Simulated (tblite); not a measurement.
## C₆H₉GeNS: geometry relaxation (part 3 of 3)

C₆H₉GeNS; GFN2-xTB geometry optimisation, gas phase (tblite 0.8.0). It belongs to a series of runs on one base structure; here: H on C replaced by CH2CN.

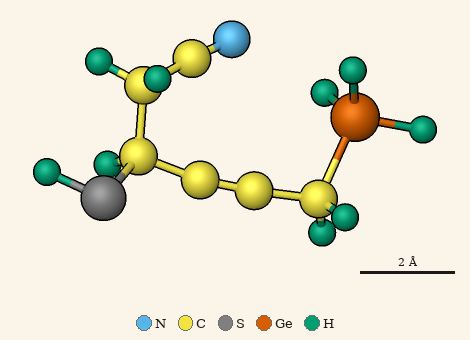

The geometry at step 153 of the log (ball-and-stick view, seen at a tilt).

### Trajectory as extended XYZ, continued
```
18
Properties=species:S:1:pos:R:3:forces:R:3 step=133 energy=-691.46592
N    -0.3125    1.7330    1.3937   -0.0320  -0.0260  -0.0120
C    -1.1592    1.0410    1.0582    0.0260   0.0130   0.0050
C    -2.1779    0.1228    0.6114    0.0070   0.0040   0.0020
C    -1.7842   -0.4293   -0.7775   -0.0060   0.0000  -0.0030
S    -2.5931   -2.0754   -1.0626   -0.0150   0.0010  -0.0010
C    -0.3480   -0.5615   -0.8412    0.0110  -0.0020   0.0120
C     0.8481   -0.5801   -0.7423   -0.0070   0.0030  -0.0070
C     2.2688   -0.4910   -0.5676    0.0050   0.0010   0.0100
Ge    2.6816    0.8466    0.8554   -0.0180  -0.0040   0.0020
H    -3.1521    0.6183    0.5819    0.0150  -0.0030  -0.0010
H    -2.2220   -0.7012    1.3305    0.0100   0.0000   0.0030
H    -2.1323    0.2311   -1.5768   -0.0020   0.0080   0.0010
H    -3.8385   -1.5951   -1.0709    0.0010   0.0000  -0.0090
H     2.7478   -0.1962   -1.5043   -0.0080   0.0020   0.0050
H     2.6687   -1.4648   -0.2746    0.0030   0.0010   0.0040
H     2.2593    2.2167    0.4680   -0.0030  -0.0080  -0.0060
H     2.0628    0.4468    2.1480    0.0050   0.0060   0.0020
H     4.1738    0.8447    1.0392    0.0050   0.0020  -0.0060
18
Properties=species:S:1:pos:R:3:forces:R:3 step=140 energy=-691.46649
N    -0.2954    1.7199    1.3833    0.0160   0.0180   0.0130
C    -1.1470    1.0316    1.0541   -0.0100  -0.0110  -0.0020
C    -2.1725    0.1189    0.6141    0.0030  -0.0070  -0.0100
C    -1.7882   -0.4329   -0.7772    0.0180  -0.0020  -0.0020
S    -2.6069   -2.0745   -1.0607   -0.0040   0.0040  -0.0130
C    -0.3518   -0.5717   -0.8396   -0.0130  -0.0020  -0.0120
C     0.8443   -0.5857   -0.7404    0.0110  -0.0010   0.0130
C     2.2639   -0.4886   -0.5603   -0.0130  -0.0060  -0.0130
Ge    2.6758    0.8524    0.8573   -0.0060   0.0190   0.0120
H    -3.1436    0.6191    0.5902   -0.0090   0.0000   0.0060
H    -2.2148   -0.7070    1.3308    0.0020   0.0050   0.0120
H    -2.1321    0.2332   -1.5743   -0.0030  -0.0150   0.0070
H    -3.8493   -1.5881   -1.0966    0.0040   0.0100  -0.0040
H     2.7414   -0.1901   -1.4965    0.0030  -0.0030  -0.0030
H     2.6715   -1.4590   -0.2667   -0.0070  -0.0050   0.0000
H     2.2573    2.2226    0.4643   -0.0010  -0.0160   0.0010
H     2.0689    0.4594    2.1576    0.0020   0.0060  -0.0030
H     4.1699    0.8466    1.0289    0.0060   0.0060  -0.0020
18
Properties=species:S:1:pos:R:3:forces:R:3 step=146 energy=-691.46686
N    -0.2926    1.7156    1.3828    0.0100   0.0100   0.0080
C    -1.1434    1.0259    1.0540   -0.0020   0.0030  -0.0060
C    -2.1687    0.1121    0.6157    0.0030   0.0010   0.0060
C    -1.7884   -0.4377   -0.7776    0.0010   0.0020   0.0020
S    -2.6200   -2.0712   -1.0693    0.0100  -0.0070  -0.0020
C    -0.3528   -0.5802   -0.8431   -0.0100  -0.0010   0.0010
C     0.8427   -0.5889   -0.7359    0.0060   0.0030  -0.0020
C     2.2617   -0.4887   -0.5559   -0.0030  -0.0050   0.0020
Ge    2.6753    0.8566    0.8588    0.0110   0.0000  -0.0090
H    -3.1409    0.6110    0.5969   -0.0020  -0.0040  -0.0010
H    -2.2060   -0.7120    1.3347   -0.0030  -0.0110  -0.0020
H    -2.1318    0.2317   -1.5715    0.0020   0.0040   0.0000
H    -3.8562   -1.5712   -1.1103   -0.0060   0.0080  -0.0040
H     2.7405   -0.1886   -1.4914   -0.0070  -0.0080   0.0020
H     2.6701   -1.4587   -0.2624    0.0000  -0.0040   0.0040
H     2.2605    2.2233    0.4547   -0.0060   0.0090  -0.0030
H     2.0707    0.4798    2.1641    0.0000  -0.0070   0.0020
H     4.1708    0.8475    1.0240   -0.0050   0.0080   0.0030
18
Properties=species:S:1:pos:R:3:forces:R:3 step=153 energy=-691.46712
N    -0.2908    1.7168    1.3825    0.0030   0.0070   0.0020
C    -1.1408    1.0261    1.0538   -0.0040  -0.0100   0.0020
C    -2.1650    0.1094    0.6183   -0.0120  -0.0030   0.0100
C    -1.7887   -0.4383   -0.7767   -0.0170   0.0020   0.0010
S    -2.6232   -2.0688   -1.0747   -0.0200   0.0040   0.0040
C    -0.3545   -0.5836   -0.8438    0.0280   0.0050   0.0030
C     0.8408   -0.5898   -0.7328   -0.0160  -0.0100   0.0020
C     2.2592   -0.4920   -0.5526    0.0230   0.0130   0.0130
Ge    2.6753    0.8607    0.8570    0.0120  -0.0170  -0.0110
H    -3.1390    0.6047    0.6030   -0.0020   0.0030  -0.0010
H    -2.1993   -0.7158    1.3364    0.0060  -0.0060  -0.0020
H    -2.1324    0.2337   -1.5677    0.0030   0.0130  -0.0110
H    -3.8574   -1.5622   -1.1265    0.0110  -0.0070  -0.0020
H     2.7363   -0.1971   -1.4902    0.0100  -0.0030  -0.0030
H     2.6668   -1.4609   -0.2546   -0.0040   0.0000   0.0040
H     2.2548    2.2257    0.4518   -0.0050   0.0010   0.0000
H     2.0771    0.4802    2.1651    0.0010   0.0030  -0.0060
H     4.1721    0.8575    1.0200   -0.0160   0.0050  -0.0040
18
Properties=species:S:1:pos:R:3:forces:R:3 step=160 energy=-691.46797
N    -0.3014    1.7182    1.3934   -0.0020   0.0050   0.0000
C    -1.1445    1.0189    1.0649    0.0080  -0.0020   0.0160
C    -2.1589    0.0925    0.6276    0.0030   0.0060  -0.0080
C    -1.7855   -0.4286   -0.7780    0.0000  -0.0080   0.0000
S    -2.6391   -2.0445   -1.1051    0.0050   0.0120  -0.0060
C    -0.3513   -0.5854   -0.8418    0.0070   0.0020   0.0070
C     0.8427   -0.6037   -0.7177   -0.0030   0.0030  -0.0210
C     2.2628   -0.5095   -0.5403    0.0000  -0.0030   0.0020
Ge    2.6747    0.8695    0.8429   -0.0230  -0.0020   0.0020
H    -3.1399    0.5741    0.6297   -0.0070  -0.0080  -0.0030
H    -2.1707   -0.7457    1.3312   -0.0070   0.0070   0.0040
H    -2.1190    0.2626   -1.5579    0.0050  -0.0040   0.0130
H    -3.8652   -1.5202   -1.1525   -0.0020  -0.0050  -0.0030
H     2.7404   -0.2357   -1.4844    0.0040  -0.0050   0.0080
H     2.6650   -1.4745   -0.2232    0.0010  -0.0020   0.0030
H     2.2315    2.2191    0.4118   -0.0050   0.0060   0.0040
H     2.0815    0.5035    2.1569   -0.0040   0.0040  -0.0010
H     4.1681    0.8955    1.0108    0.0180  -0.0060  -0.0160
18
Properties=species:S:1:pos:R:3:forces:R:3 step=166 energy=-691.46863
N    -0.3143    1.7248    1.4043    0.0000  -0.0030   0.0060
C    -1.1495    1.0147    1.0790   -0.0060   0.0110  -0.0060
C    -2.1530    0.0781    0.6380   -0.0030  -0.0040   0.0040
C    -1.7831   -0.4180   -0.7769    0.0100   0.0010   0.0020
S    -2.6451   -2.0222   -1.1348    0.0090  -0.0100  -0.0060
C    -0.3493   -0.5782   -0.8416   -0.0120  -0.0120  -0.0050
C     0.8448   -0.6071   -0.7224    0.0140  -0.0030   0.0080
C     2.2640   -0.5256   -0.5298   -0.0050  -0.0010  -0.0060
Ge    2.6724    0.8768    0.8302    0.0020   0.0100   0.0040
H    -3.1434    0.5394    0.6527   -0.0010   0.0120   0.0060
H    -2.1444   -0.7685    1.3314   -0.0080  -0.0060   0.0000
H    -2.1138    0.2894   -1.5427    0.0020   0.0060   0.0040
H    -3.8696   -1.4934   -1.1823    0.0070   0.0040   0.0000
H     2.7577   -0.2773   -1.4721    0.0050   0.0010  -0.0050
H     2.6508   -1.4886   -0.1877   -0.0020   0.0010   0.0020
H     2.2139    2.2171    0.3844    0.0000  -0.0010  -0.0020
H     2.0847    0.5273    2.1509    0.0030  -0.0010   0.0050
H     4.1685    0.9177    0.9878   -0.0140  -0.0080  -0.0100
18
Properties=species:S:1:pos:R:3:forces:R:3 step=173 energy=-691.46886
N    -0.3158    1.7241    1.4077    0.0010   0.0010   0.0060
C    -1.1508    1.0137    1.0825   -0.0030  -0.0040  -0.0010
C    -2.1529    0.0759    0.6410    0.0000   0.0000   0.0020
C    -1.7801   -0.4169   -0.7745    0.0000   0.0020   0.0010
S    -2.6449   -2.0165   -1.1445   -0.0020   0.0000   0.0010
C    -0.3473   -0.5829   -0.8376   -0.0010   0.0030  -0.0010
C     0.8471   -0.6131   -0.7212    0.0000  -0.0020   0.0000
C     2.2658   -0.5301   -0.5288   -0.0010   0.0000   0.0020
Ge    2.6671    0.8791    0.8264    0.0070   0.0030   0.0020
H    -3.1432    0.5380    0.6567    0.0010   0.0020  -0.0040
H    -2.1450   -0.7720    1.3329   -0.0040  -0.0010   0.0000
H    -2.1053    0.2966   -1.5372   -0.0010   0.0010  -0.0020
H    -3.8675   -1.4830   -1.1880    0.0030  -0.0020  -0.0020
H     2.7616   -0.2856   -1.4712   -0.0020  -0.0010   0.0000
H     2.6526   -1.4907   -0.1805    0.0030  -0.0010   0.0000
H     2.2004    2.2151    0.3774    0.0000   0.0010  -0.0010
H     2.0864    0.5285    2.1503    0.0040   0.0030  -0.0020
H     4.1630    0.9261    0.9767   -0.0020  -0.0010  -0.0020
```

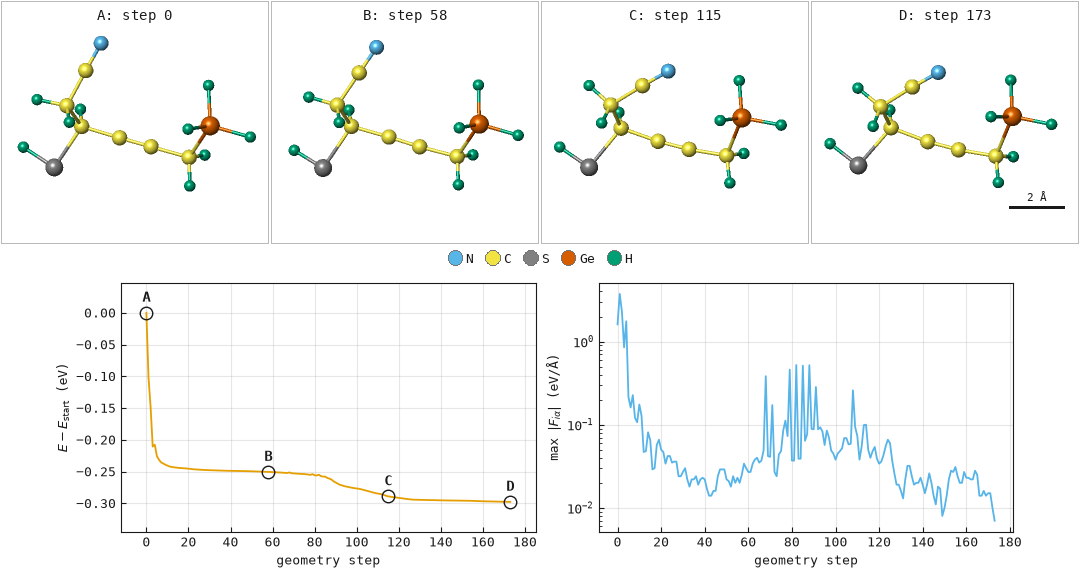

Frames of the relaxation (ball-and-stick view, seen at an oblique angle) above the curves, on which the letters mark them (steps are counted from 0).

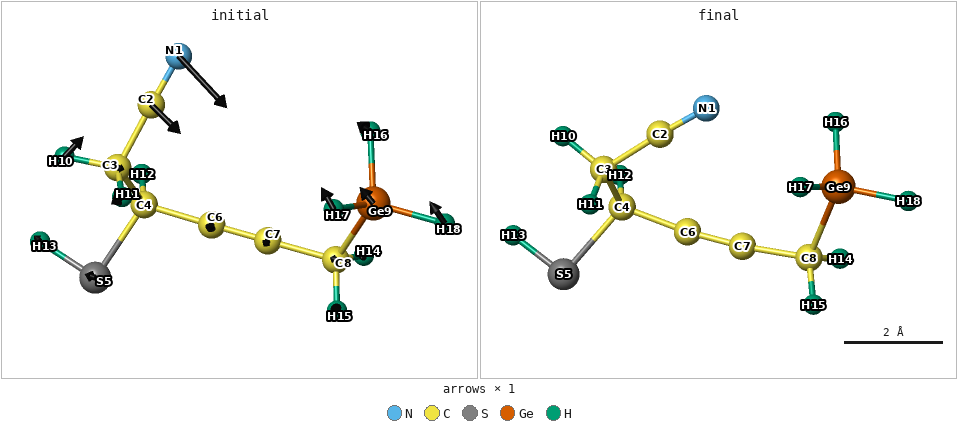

Before (left) and after (right) the relaxation, at one scale (ball-and-stick view, seen at an oblique angle). The black arrows give the displacements, at true length. Over 173 geometry steps the energy falls by 0.298 eV. The largest force component goes from 1.6 to 0.007 eV/Å. The atom that moves furthest after the best rigid fit is N1 (1.54 Å). By element the largest moves are N 1.54 Å, C 0.90 Å, H 0.58 Å, Ge 0.45 Å, S 0.25 Å. Among the contacts that change: S5–H13 1.413 → 1.335 Å, Ge9–H16 1.555 → 1.485 Å, Ge9–H17 1.551 → 1.488 Å, C8–Ge9 1.937 → 1.996 Å. Among the angles that change: C4–C6–C7 179.1° → 170.4°, C6–C7–C8 179.3° → 174.8°, C2–C3–H10 107.2° → 110.5°. (Atoms are counted from 1 in the order of the input.)

The run was set up as follows.

### Input
```
{"job": {"kind": "relax", "xc": "GFN2-xTB", "basis": "xTB"}, "charge": 0, "multiplicity": 1}
N     -1.587500     2.564600     1.181300
C     -1.915000     1.481400     0.946300
C     -2.298500     0.087400     0.672200
C     -1.755900    -0.374200    -0.691500
S     -2.406600    -2.037200    -1.070500
C     -0.292500    -0.452400    -0.659200
C      0.917400    -0.498800    -0.631900
C      2.383800    -0.552100    -0.582300
Ge     3.031200     0.607800     0.827900
H     -3.421600     0.047400     0.658100
H     -1.948400    -0.570000     1.485600
H     -2.069700     0.316800    -1.485500
H     -3.724300    -1.562500    -1.254400
H      2.793100    -0.222500    -1.563500
H      2.700400    -1.589100    -0.382700
H      2.560900     2.064700     0.558100
H      2.451200     0.143900     2.190000
H      4.573200     0.551000     0.870200
```

The first line tells a small driver script what to run in tblite; the rest is the geometry in Å.

Command:
```bash
OMP_NUM_THREADS=1 python <driver script> task.json out
```

### Key numbers

| quantity | value |
| --- | --- |
| outcome | converged |
| total energy | −691.4689 eV |
| hardware | 1 CPU thread, shared host |
| wall time | 1.6 s |
| peak memory | 0.18 GiB |
